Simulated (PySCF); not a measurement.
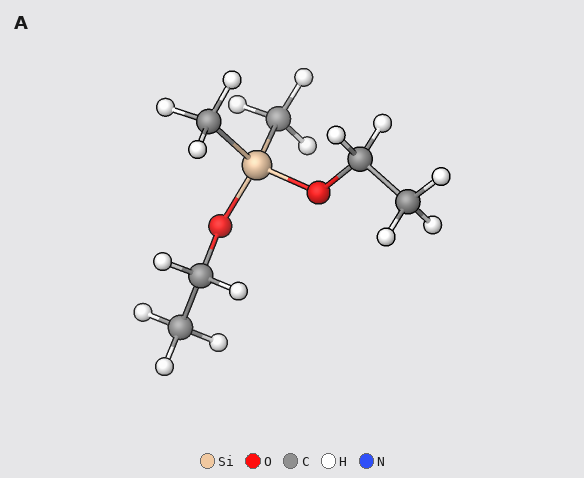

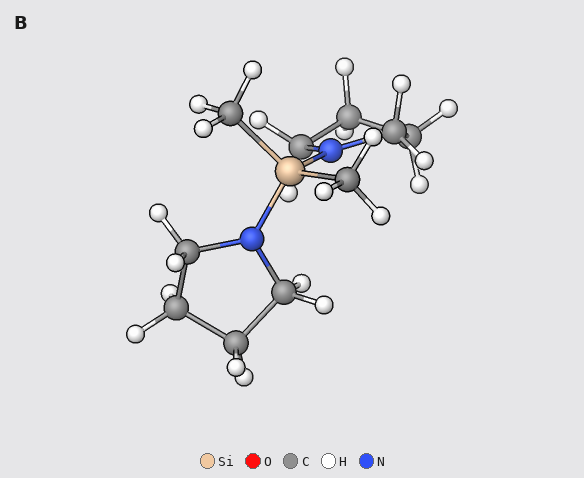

Two related species, optimised with PBE0-D3(BJ)/def2-SVP; properties computed with PySCF 2.14.0. Both: charge 0, singlet.

> Identify both.

A is Si(OEt)2Me2 (CCO[Si](C)(C)OCC), B is SiMe2(pyrrolidide)2 (C[Si](C)(N1CCCC1)N1CCCC1).

Compare them. With PBE0/pcSseg-1: dipole moment (D), HOMO–LUMO gap (eV), HOMO energy (Kohn–Sham orbital) (eV), shielding of Si (ppm), Hirshfeld charge of Si (e), IAO charge of Si (e). With PBE0/def2-SVPD: lowest vertical singlet excitation (eV), mean static polarisability (bohr³). With PBE0-D3(BJ)/def2-SVP: mean Si–C length (Å).

```csv
quantity,A,B
dipole moment (D),1.62,0.58
HOMO–LUMO gap (eV),8.75,6.66
HOMO energy (Kohn–Sham orbital) (eV),−7.61,−5.62
shielding of Si (ppm),351.0,361.9
Hirshfeld charge of Si (e),0.49,0.44
IAO charge of Si (e),1.45,1.26
lowest vertical singlet excitation (eV),7.03,5.12
mean static polarisability (bohr³),107.0,154.0
mean Si–C length (Å),1.865,1.878
```

Each is one conformer, and no frequency run is at hand to confirm it as a minimum.
